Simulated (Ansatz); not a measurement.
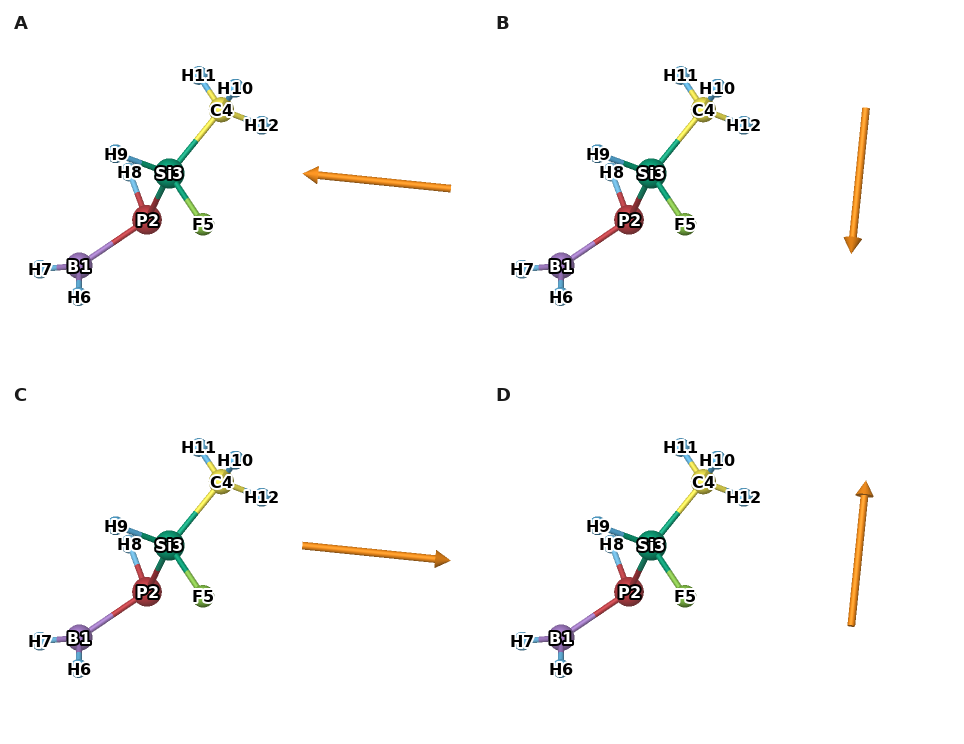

The same molecule four times, each with an arrow. The computed structure is the end point of a PBE-D4/def2-SVP optimisation. No frequency run is at hand to confirm it as a minimum. Level of theory: RKS PBE-D4/def2-SVP (Ansatz 0.2.0).

**Which arrow points along the dipole moment, from the negative to the positive end?**

D. The dipole moment is 2.57 D; it points from the side of H6 to the side of H11 (the outermost atoms at the two ends).
